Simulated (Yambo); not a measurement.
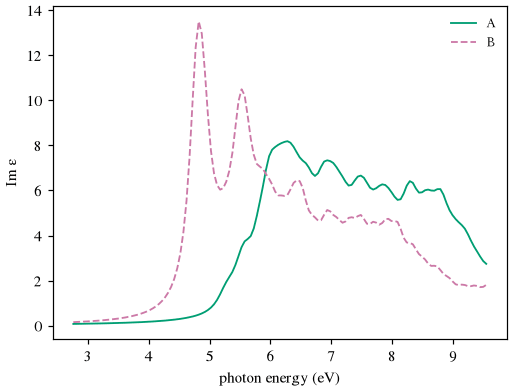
Figure: Two computed absorption spectra of BaHI (space group P4/nmm, No. 129) (Yambo, PBEsol bands with the same scissor, field along x)

Axes are Cartesian, with cell vectors (Å) (4.78, 0.00, 0.00), (0.00, 4.78, 0.00), (0.00, 0.00, 7.80).

### Question
Which curve includes the electron-hole attraction (BSE)?

### Answer
Curve B: the attraction moves weight to lower energy (centre of the plotted range 6.3 eV against 7.3 eV). Settings: 4×4×4 mesh, 8 valence and 17 conduction bands, static screening with 84 bands and a 3 Ry block, scissor 1.46 eV, Tamm-Dancoff. The scissor comes from a G0W0 run whose convergence isn't established. Broadening 0.15 eV. The band window holds all transitions up to 9.6 eV. On this mesh the peak heights and the fine structure are mesh artefacts; only the shift of weight is robust.

Spin-orbit coupling is not included.

Geometry of the Materials Project entry, not relaxed at this level; primitive cell a = 4.776 Å, b = 4.776 Å, c = 7.800 Å, α = 90.00°, β = 90.00°, γ = 90.00°.
